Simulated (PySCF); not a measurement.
(NaF)2 ring (F₂Na₂).

PySCF calculation, PBE/def2-SVPD, gas phase; geometry: GFN2-xTB. This is a single-reference result, which may miss multireference character in this system. No frequency check shows the geometry to be a minimum. GFN2-xTB bond lengths at metals and heavier atoms can be off by up to 0.1 Å and shapes distorted, which carries into these values.

Input script:

```python
import numpy as np
from pyscf import gto, scf, dft
from pyscf.scf import atom_ks, atom_hf
from scipy.linalg import block_diag

def solve(mol, dm0=None, hcore=None):
    mf = (dft.UKS if mol.spin else dft.RKS)(mol, xc='pbe')
    mf.grids.level = 3
    mf = mf.density_fit(auxbasis='def2-universal-jkfit')
    mf.conv_tol, mf.max_cycle = 1e-8, 80
    if hcore is not None:
        mf.get_hcore = lambda *args: hcore
    mf.kernel(dm0)
    if not mf.converged:
        mf = mf.newton().run(mf.mo_coeff, mf.mo_occ, max_cycle=30)
    assert mf.converged, 'SCF not converged'
    return mf

mol = gto.M(atom='''
Na     1.36890    -0.00115     0.00000
F     -0.00146    -1.31859     0.00000
Na    -1.36890     0.00115     0.00000
F      0.00146     1.31859     0.00000
''', basis='def2-svpd', charge=0, spin=0, verbose=4)
mf = solve(mol)
out = dict(e0=mf.e_tot, dm0=mf.make_rdm1(), c=mf.mo_coeff, occ=mf.mo_occ, eps=mf.mo_energy)
for name, dq, spin in [('cation', 1, 1), ('anion', -1, 1)]:
    ion = mol.copy().set(charge=mol.charge + dq, spin=spin).build()
    mi = solve(ion)
    if spin and dq > 0 and mol.nao < 130:
        c, _, stable, _ = mi.stability(return_status=True)
        if not stable:
            mi = solve(ion, mi.make_rdm1(c, mi.mo_occ))
    print(name, 'vertical energy change / eV', (mi.e_tot - mf.e_tot) * 27.211386)
    out.update({'e_' + name: mi.e_tot, 'dm_' + name: mi.make_rdm1(), 's2_' + name: mi.spin_square()[0], 'eps_' + name: mi.mo_energy, 'occ_' + name: mi.mo_occ})
# spherically averaged free atoms, for the promolecule
atm = atom_ks.get_atm_nrks(mol, xc='pbe')
pro = block_diag(*[(atm[a[0]][2] * atm[a[0]][3]) @ atm[a[0]][2].T for a in mol._atom])
np.savez('result.npz', pro=pro, **out)
```

Launched as:

```sh
OMP_NUM_THREADS=1 python input.py
```

The run took 59 s on 1 thread of Arm Neoverse V2, on a shared host, peak memory 0.39 GiB.

Partitions, critical points and surface values were worked out afterwards from this run's density.

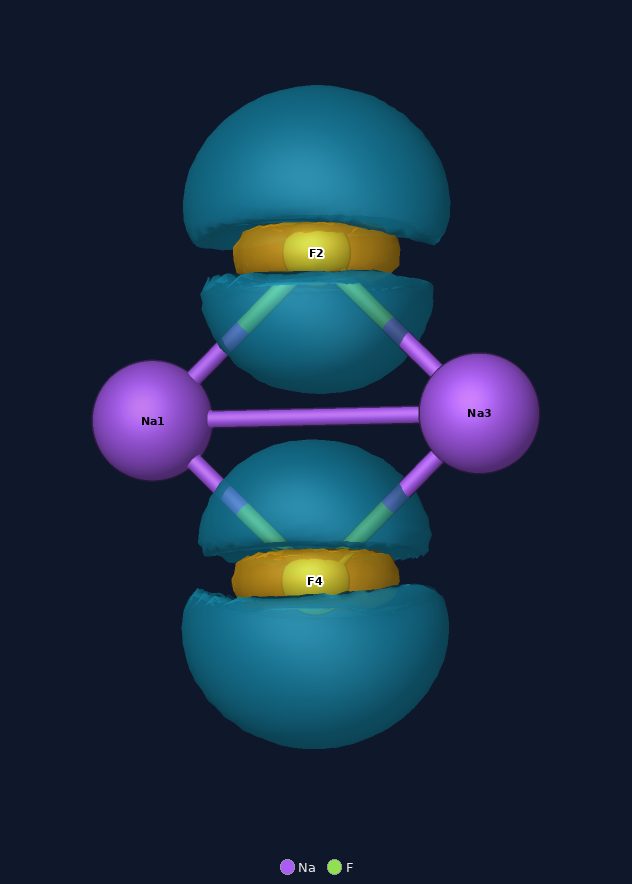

Dual descriptor f⁺ − f⁻ at ±0.02 e/Å³ (yellow positive, teal negative).

Which atoms come out as electrophilic, and which as nucleophilic?

Answer. Electrophilic (positive): Na1 and Na3 (+0.34). Nucleophilic (negative): F2 and F4 (−0.34). f⁻ (Hirshfeld-condensed) is largest on F2 and F4 (0.35 each); the vertical ionisation energy is 9.80 eV. f⁺ (Hirshfeld-condensed) is largest on Na1 and Na3 (0.49 each); the vertical electron affinity is 0.03 eV (the stability of the anion's solution wasn't checked; the anion's highest orbital has positive energy, so this value and f⁺ depend on the basis).
